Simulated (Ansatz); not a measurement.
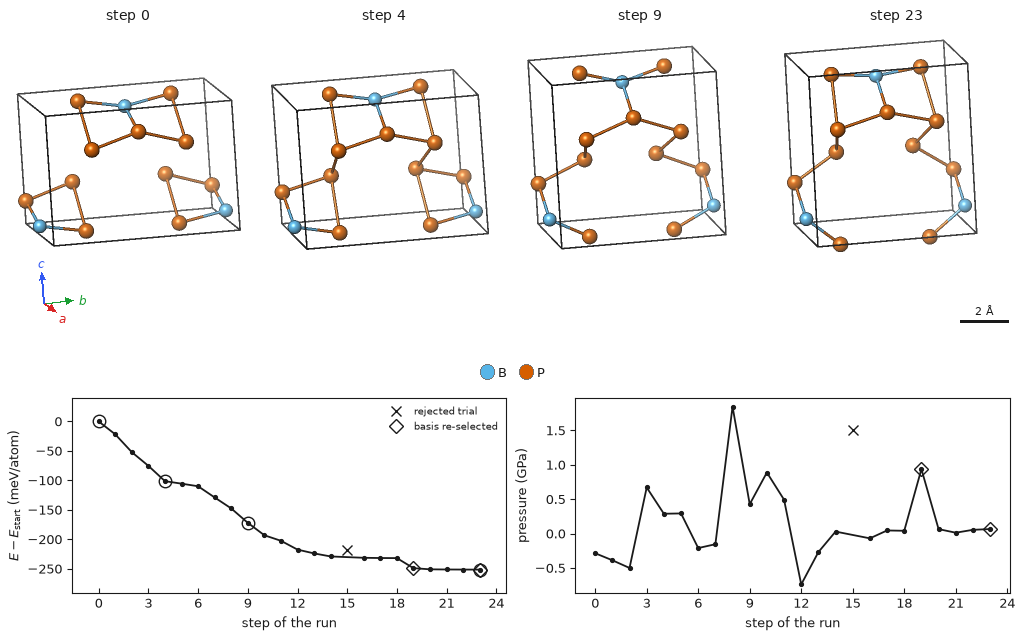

Frames of a relaxation of a crystal of BP4 (a generated structure, set up in Pm) (coarse preliminary run), marked on the history of the run. Style: ball-and-stick. Shown: the cell of the calculation, slightly off an axis.

Method: Ansatz 0.2.0, DFT PBE, scalar-relativistic, plane waves, PAW. Set-up: plane-wave cutoff 420 eV; k-point mesh 6 × 2 × 4; occupations gaussian; smearing width 0.1 eV; no spin polarisation; cell and atoms relaxed; force threshold 0.04 eV/Å; at most 70 steps.

What happens along the run?

After 20 accepted moves (23 points after the start) the energy has fallen by 251 meV per atom. The largest force component goes from 0.48 to 0.015 eV/Å. The pressure goes from −0.28 to 0.07 GPa. The line search rejected the trial step at point 15 of the run. At 2 points the geometry stayed and the basis and grid were re-selected for the new cell (energy shift of 17.1 meV per atom at most each time). The largest moves relative to the cell, 0.89 Å, are those of P atoms. By element the largest moves are P 0.89 Å, B 0.27 Å. The drawn cell changes as follows: a 3.791 → 3.263 Å (−13.9 %), b 8.302 → 7.078 Å (−14.7 %), c 5.517 → 7.241 Å (+31.3 %), β 102.1° → 103.0°; the volume changes by −4.0 %. Some distances before and after: P–P 4.098 → 2.665 Å, P–P 2.521 → 3.943 Å, P–P 2.537 → 3.939 Å, P–P 3.447 → 2.306 Å. New bonds form, among them: P–P (3.45 → 2.31 Å). Among the angles between lasting bonds that change: P–B–P 159.2° → 101.7°, P–B–P 142.7° → 111.3°, B–P–B 142.7° → 111.3°. The space group stays Pm (No. 6). The run took 6.7 min on 1 thread of Arm Neoverse V2, with other jobs on the host, peak memory 0.43 GiB. From step 0 to 4: P atoms move most (0.38 Å), volume −9.0 %, energy −101 meV per atom. From step 4 to 9: P atoms move most (0.34 Å), volume +2.8 %, energy −70.6 meV per atom. From step 9 to 23: P atoms move most (0.40 Å), volume +2.6 %, energy −79.4 meV per atom.

```json
{"step": "0", "E − E(0), meV/atom": "0.00", "largest force component, eV/Å": "0.4757", "pressure, GPa": "-0.28", "volume, Å³/atom": "16.975", "note": ""}
{"step": "1", "E − E(0), meV/atom": "-21.89", "largest force component, eV/Å": "0.2952", "pressure, GPa": "-0.39", "volume, Å³/atom": "16.501", "note": ""}
{"step": "2", "E − E(0), meV/atom": "-52.11", "largest force component, eV/Å": "0.4082", "pressure, GPa": "-0.50", "volume, Å³/atom": "15.812", "note": ""}
{"step": "3", "E − E(0), meV/atom": "-75.33", "largest force component, eV/Å": "0.5721", "pressure, GPa": "0.67", "volume, Å³/atom": "15.192", "note": ""}
{"step": "4", "E − E(0), meV/atom": "-101.31", "largest force component, eV/Å": "0.3329", "pressure, GPa": "0.29", "volume, Å³/atom": "15.450", "note": ""}
{"step": "5", "E − E(0), meV/atom": "-105.52", "largest force component, eV/Å": "0.1824", "pressure, GPa": "0.29", "volume, Å³/atom": "15.601", "note": ""}
{"step": "6", "E − E(0), meV/atom": "-109.94", "largest force component, eV/Å": "0.1554", "pressure, GPa": "-0.21", "volume, Å³/atom": "15.688", "note": ""}
{"step": "7", "E − E(0), meV/atom": "-128.94", "largest force component, eV/Å": "0.2610", "pressure, GPa": "-0.15", "volume, Å³/atom": "15.769", "note": ""}
{"step": "8", "E − E(0), meV/atom": "-147.56", "largest force component, eV/Å": "0.8168", "pressure, GPa": "1.85", "volume, Å³/atom": "15.598", "note": ""}
{"step": "9", "E − E(0), meV/atom": "-171.95", "largest force component, eV/Å": "0.6864", "pressure, GPa": "0.43", "volume, Å³/atom": "15.886", "note": ""}
{"step": "10", "E − E(0), meV/atom": "-193.08", "largest force component, eV/Å": "0.5906", "pressure, GPa": "0.89", "volume, Å³/atom": "15.856", "note": ""}
{"step": "11", "E − E(0), meV/atom": "-202.45", "largest force component, eV/Å": "0.5457", "pressure, GPa": "0.49", "volume, Å³/atom": "16.038", "note": ""}
{"step": "12", "E − E(0), meV/atom": "-217.40", "largest force component, eV/Å": "0.5920", "pressure, GPa": "-0.74", "volume, Å³/atom": "16.139", "note": ""}
{"step": "13", "E − E(0), meV/atom": "-223.87", "largest force component, eV/Å": "0.2383", "pressure, GPa": "-0.27", "volume, Å³/atom": "16.102", "note": ""}
{"step": "14", "E − E(0), meV/atom": "-229.02", "largest force component, eV/Å": "0.2023", "pressure, GPa": "0.03", "volume, Å³/atom": "15.984", "note": ""}
{"step": "15", "E − E(0), meV/atom": "-217.27", "largest force component, eV/Å": "0.8811", "pressure, GPa": "1.50", "volume, Å³/atom": "15.906", "note": "rejected"}
{"step": "16", "E − E(0), meV/atom": "-231.30", "largest force component, eV/Å": "0.1158", "pressure, GPa": "-0.07", "volume, Å³/atom": "16.068", "note": ""}
{"step": "17", "E − E(0), meV/atom": "-231.70", "largest force component, eV/Å": "0.0883", "pressure, GPa": "0.05", "volume, Å³/atom": "16.030", "note": ""}
{"step": "18", "E − E(0), meV/atom": "-231.83", "largest force component, eV/Å": "0.0388", "pressure, GPa": "0.04", "volume, Å³/atom": "16.061", "note": ""}
{"step": "19", "E − E(0), meV/atom": "-248.89", "largest force component, eV/Å": "0.0389", "pressure, GPa": "0.94", "volume, Å³/atom": "16.061", "note": "same geometry, new basis"}
{"step": "20", "E − E(0), meV/atom": "-250.87", "largest force component, eV/Å": "0.1265", "pressure, GPa": "0.07", "volume, Å³/atom": "16.263", "note": ""}
{"step": "21", "E − E(0), meV/atom": "-251.14", "largest force component, eV/Å": "0.0638", "pressure, GPa": "0.01", "volume, Å³/atom": "16.315", "note": ""}
{"step": "22", "E − E(0), meV/atom": "-251.27", "largest force component, eV/Å": "0.0149", "pressure, GPa": "0.06", "volume, Å³/atom": "16.297", "note": ""}
{"step": "23", "E − E(0), meV/atom": "-251.37", "largest force component, eV/Å": "0.0149", "pressure, GPa": "0.07", "volume, Å³/atom": "16.297", "note": "same geometry, new basis"}
```

Limits of the set-up: the k-point mesh is coarse for a cell with partly filled bands.
